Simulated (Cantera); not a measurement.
A closed system holds: 1 mol (CH3)2SiCl2, 0.037 mol HCl, 1300 mol H2, equilibrated at 38.0 mbar.

Cantera equilibrium calculation (NASA polynomials, part measured and part estimated; ideal gas, pure solids and liquids). Candidate condensed phases: C, C6H6, C7H8, C8H18, Si, SiC; 109 gas species. The feed counts by its element totals alone. Kinetics and transport are ignored.

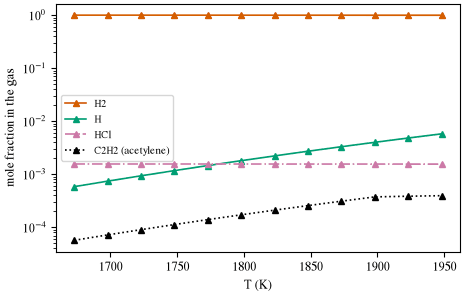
Figure. Equilibrium gas composition (values under 1e-9 drawn at 1e-9)

From 1673 K to 1898 K the condensed part is C(graphite) + SiC(s). From 1923 K to 1948 K the condensed part is SiC(s). The main Si-bearing gas is Si throughout.
